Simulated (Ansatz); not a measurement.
# TiOCl2 (TiCl2O): structure and electronic state

Aim: characterise TiOCl2 (TiCl2O) as a singlet: its structure, frontier levels and distribution of charge.

Program: Ansatz 0.2.0, Gaussian basis. Level of theory: RKS PBE0-D4/def2-TZVP. These are calculated values, not measurements.

The runs, in order: relaxation at PBE-D4/def2-SVP; a search for the lowest solution at PBE0-D4/def2-SVP; a single point at PBE0-D4/def2-TZVP.

2 further runs of the same task are left out: 2 set aside as unsound or not needed. Runs told in other sessions of the task aren't counted.

## 1. Where the work starts

4 atoms, charge 0, spin multiplicity 1.

Atoms are counted from 1 here; the program's logs count them from 0.

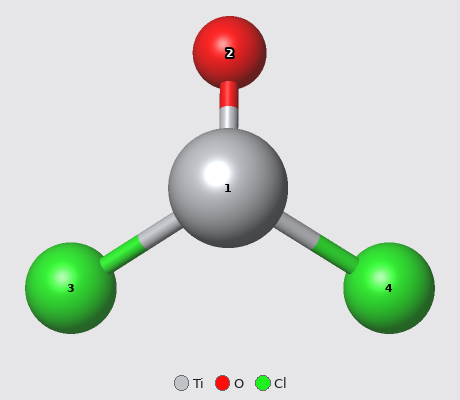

Start geometry, drawn with titanium light grey, oxygen red, chlorine green; atoms are numbered from 1 in the order of the file.

Formally the metal is d0. No spin-orbit coupling is included.

The start is a GFN2-xTB geometry.

## 2. Optimising with PBE-D4/def2-SVP

File in.yaml:

```yaml
crystal:
  periodic: [false, false, false]
  atoms:
    - {symbol: Ti, position_ang: [0.140340, -0.004470, 0.578720]}
    - {symbol: O, position_ang: [1.608710, -0.021050, -0.027370]}
    - {symbol: Cl, position_ang: [-0.851130, 1.699370, -0.270280]}
    - {symbol: Cl, position_ang: [-0.897930, -1.673840, -0.281080]}
basis:
  gaussian: {orbitals: def2-SVP}
hamiltonian: {xc: pbe, dispersion: d4}
scf: {omitted_lower_state_checks: [starts]}
output: {orbitals: {seedname: orbitals}}
relax: {f_tol: 0.02, max_steps: 100}
```

Launch:

```
ansatz run in.yaml --threads 4 --pin off --events-out ev --progress --plain --max-ram 3916MiB
```

Output, shortened:

```text
Functional definition: PBE
  name "PBE"
  cite "Perdew, Burke & Ernzerhof, Phys. Rev. Lett. 77, 3865 (1996) doi:10.1103/PhysRevLett.77.3865"
  parent pbe
[...]
913 factors; their error is unknown
[...]
mean field -50181.86171067 eV, -1844.1494033795 hartree, gradient 3.4e-5 eV, S^2 0.000000; 0 other end points of the search recorded, 0 dependent functions left out
[...]
reference -50181.86180218 eV, -1844.1494067424 hartree; 32, 32 occupied and 49, 49 virtual orbitals, 913 factors
relax step   1: F+E_penalty+E_count = -50181.99578413 eV  Δ(F+E_penalty+E_count) = +0.000e0 eV  max|allowed force component| = 1.102e0 eV/Å  Δτ_max = 0.0000 Å  (27 SCF iters, accepted)
[...]
relax step   5: F+E_penalty+E_count = -50182.23579651 eV  Δ(F+E_penalty+E_count) = -2.101e-4 eV  max|allowed force component| = 2.489e-2 eV/Å  Δτ_max = 0.0131 Å  (30 SCF iters, accepted)
[...]
relax step   6: F+E_penalty+E_count = -50182.23581025 eV  Δ(F+E_penalty+E_count) = -1.373e-5 eV  max|allowed force component| = 6.369e-3 eV/Å  Δτ_max = 0.0031 Å  (30 SCF iters, accepted)
[...]
913 factors; their error is unknown
mean field -50182.11377899 eV, -1844.1586667195 hartree, gradient 1.6e-5 eV, S^2 0.000000; 0 other end points of the search recorded, 0 dependent functions left out
[...]
reference -50182.11387300 eV, -1844.1586701743 hartree; 32, 32 occupied and 49, 49 virtual orbitals, 913 factors
Total energy: -50182.23590426 eV, -1844.1631547402 hartree
Atom 0 at     0.072248    -0.001813     0.252402 Å, force     0.005229     0.000065    -0.001037 eV/Å
Atom 1 at     1.659518    -0.022942     0.093636 Å, force    -0.006369     0.000031     0.000593 eV/Å
Atom 2 at    -0.838993     1.982548    -0.166599 Å, force     0.000555    -0.000915     0.000230 eV/Å
Atom 3 at    -0.892783    -1.957782    -0.179449 Å, force     0.000585     0.000819     0.000214 eV/Å
Dipole moment:    -0.137452     0.000493     0.421405 e Å
Checks for a lower state left out: starts
```

Wall time 5 s (4 threads of Arm Neoverse V2, shared host).

Relaxation path:

```csv
step,energy from step 1 (eV),largest force component (eV/Å)
1,0.0000,1.1016
2,-0.2019,0.5863
3,-0.2298,0.3227
4,-0.2398,0.0219
5,-0.2400,0.0249
6,-0.2400,0.0064
```

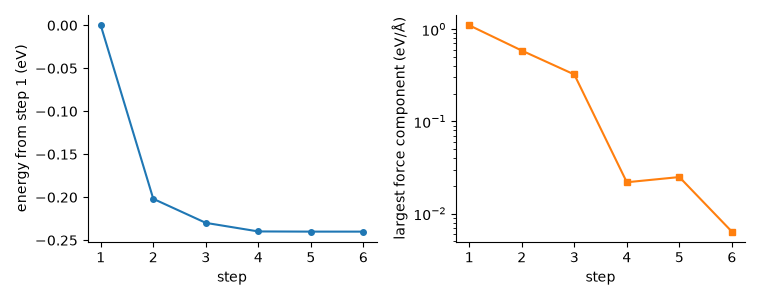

Energy and largest force along the relaxation.

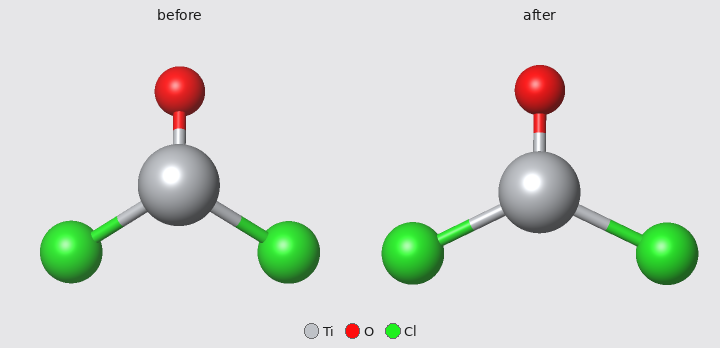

Before and after, at one scale.

Close pairs (by a distance rule), those that changed most:

```csv
bond,before (Å),after (Å),change (Å)
Ti1–Cl4,2.146,2.223,+0.078
Ti1–Cl3,2.146,2.223,+0.077
Ti1–O2,1.589,1.595,+0.007
```

Bonds by kind at the end (by distance):

```csv
bond,count,shortest (Å),longest (Å)
Cl–Ti,2,2.223,2.223
O–Ti,1,1.595,1.595
```

## 3. Searching for the lowest solution, PBE0-D4/def2-SVP

start.molden holds the orbitals of an earlier run on this state, given as this run's starting guess.

File in.yaml:

```yaml
crystal:
  periodic: [false, false, false]
  atoms:
    - {symbol: Ti, position_ang: [0.072248, -0.001813, 0.252402]}
    - {symbol: O, position_ang: [1.659518, -0.022942, 0.093636]}
    - {symbol: Cl, position_ang: [-0.838993, 1.982548, -0.166599]}
    - {symbol: Cl, position_ang: [-0.892783, -1.957782, -0.179449]}
basis:
  gaussian: {orbitals: def2-SVP, initial_orbitals: start.molden}
hamiltonian: {xc: pbe0, dispersion: d4}
output: {orbitals: {seedname: orbitals}}
```

Same command.

Output:

```text
Functional definition: PBE0
  name "PBE0"
  cite "Adamo & Barone, J. Chem. Phys. 110, 6158 (1999) doi:10.1063/1.478522"
  cite "Perdew, Burke & Ernzerhof, Phys. Rev. Lett. 77, 3865 (1996) doi:10.1103/PhysRevLett.77.3865"
  parent pbe
  parameter a = 0.25
  parameter kappa = 0.804
  parameter beta = 0.06672455060314922
  exchange = (1 - a)*pbe_x(kappa = kappa, mu = beta*pi^2/3) + a*exact_x
  correlation = pbe_c(beta = beta)
794 factors; integrals over basis functions are off by at most 1.1e-3 eV
mean field evaluation 1: about -50183.6947 eV, gradient 7.9e0 eV
mean field evaluation 2: about -50183.8239 eV, gradient 3.3e-1 eV
mean field evaluation 4: about -50183.8990 eV, gradient 4.9e-3 eV
mean field evaluation 8: about -50172.7460 eV, gradient 7.3e1 eV
mean field evaluation 16: about -50183.8972 eV, gradient 9.0e-1 eV
mean field -50183.89904067 eV, -1844.2242738760 hartree, gradient 3.4e-5 eV, S^2 0.000000; 1 other end points of the search recorded, 0 dependent functions left out
reference -50183.89911350 eV, -1844.2242765527 hartree; 32, 32 occupied and 49, 49 virtual orbitals, 794 factors
Total energy: -50184.00421619 eV, -1844.2281390050 hartree
```

Run time: 1.2 s. Hardware: 4 threads of Arm Neoverse V2, shared host.

Report: HOMO -9.08 eV, LUMO -3.84 eV.

## 4. Single point, PBE0-D4/def2-TZVP

Changes to in.yaml since step 3:

```diff
@@ -8,4 +8,5 @@
 basis:
-  gaussian: {orbitals: def2-SVP, initial_orbitals: start.molden}
+  gaussian: {orbitals: def2-TZVP, initial_orbitals: start.molden}
 hamiltonian: {xc: pbe0, dispersion: d4}
-output: {orbitals: {seedname: orbitals}}
+scf: {omitted_lower_state_checks: [starts]}
+output: {forces: true, orbitals: {seedname: orbitals}}
```

Launched as before.

Output, shortened:

```text
Functional definition: PBE0
  name "PBE0"
  cite "Adamo & Barone, J. Chem. Phys. 110, 6158 (1999) doi:10.1063/1.478522"
  cite "Perdew, Burke & Ernzerhof, Phys. Rev. Lett. 77, 3865 (1996) doi:10.1103/PhysRevLett.77.3865"
  parent pbe
[...]
1153 factors; their error is unknown
[...]
mean field -50198.03750159 eV, -1844.7438527317 hartree, gradient 1.9e-5 eV, S^2 0.000000; 0 other end points of the search recorded, 0 dependent functions left out
[...]
reference -50198.03753582 eV, -1844.7438539897 hartree; 32, 32 occupied and 118, 118 virtual orbitals, 1153 factors
Total energy: -50198.14263851 eV, -1844.7477164419 hartree
Atom 0 at     0.072248    -0.001813     0.252402 Å, force     0.726046    -0.008907    -0.264925 eV/Å
Atom 1 at     1.659518    -0.022942     0.093636 Å, force    -0.802673     0.010450     0.135968 eV/Å
Atom 2 at    -0.838993     1.982548    -0.166599 Å, force     0.036248    -0.151862     0.063996 eV/Å
Atom 3 at    -0.892783    -1.957782    -0.179449 Å, force     0.040379     0.150319     0.064962 eV/Å
Dipole moment:    -0.167093     0.000848     0.436199 e Å
Checks for a lower state left out: starts
```

Wall time 2 s (4 threads of Arm Neoverse V2, shared host).

From the report: HOMO -9.26 eV, LUMO -3.92 eV.

Mulliken charges, from this run's orbitals:

```csv
atom,value (e)
Ti1,1.23
O2,-0.46
Cl3,-0.38
Cl4,-0.38
```

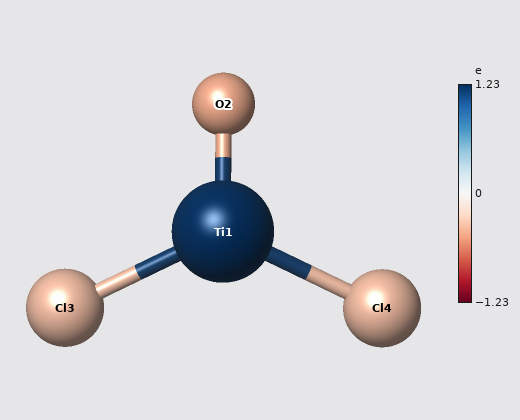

Mulliken charges, from this run's orbitals, as colours on the atoms.

Largest Mayer bond orders: Ti1–O2 2.22; Ti1–Cl3 1.03; Ti1–Cl4 1.03.

The fields below are evaluated on a grid from the run's orbitals.

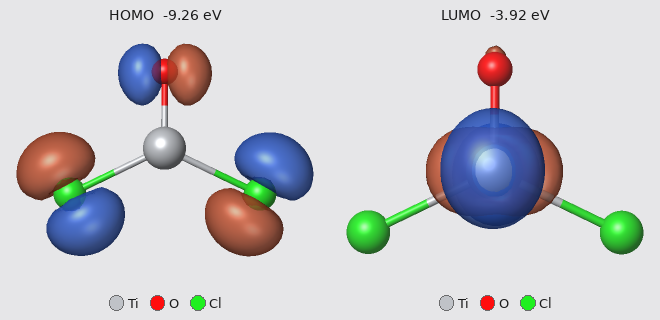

PBE0-D4/def2-TZVP orbitals near the gap, drawn at the value that encloses 70 % of each; the two colours are the two signs.

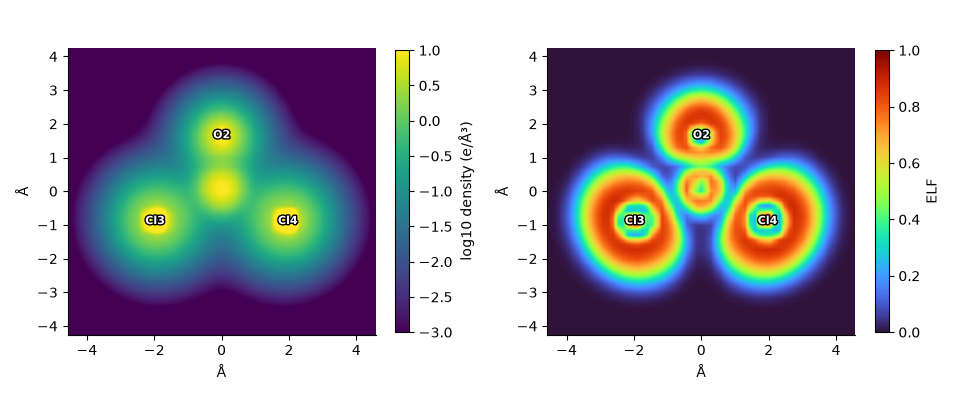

Density (left) and ELF (right) in a plane through or near 3 of the atoms.

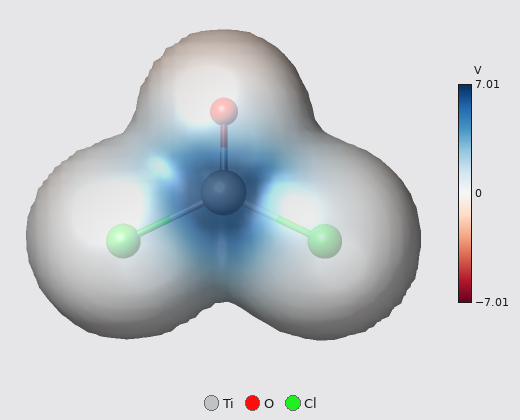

The potential that a unit positive charge feels on the 0.002 e/bohr³ surface, from -0.97 V near O2 to 7.01 V near Ti1.

## 5. Results

```
                                         quantity                       value
                                      point group                          Cs
                     near neighbours of the metal  O 1.60, Cl 2.22, Cl 2.22 Å
                  HOMO, LUMO at PBE0-D4/def2-TZVP             -9.26, -3.92 eV
charge on the metal (Mulliken, PBE0-D4/def2-TZVP)                     +1.23 e
                        dipole at PBE-D4/def2-SVP                      2.13 D
```

**Reading.** The molecule keeps its bonding pattern by the stored test; the atoms moved 0.28 Å (rms), and the angle Cl3–Ti1–Cl4 went from 104° to 125°. The metal has 3 near neighbours by the distance rule, from 1.60 to 2.22 Å. The Mulliken charge of the metal, +1.23 e, depends on the basis and isn't its oxidation state. No usable vibrations, so a minimum isn't proven. The HOMO lies nearest to Cl3, Cl4 about 40 % each; O2 19 % and the LUMO to Ti1 88 %. Whether this spin is the lowest isn't tested here.
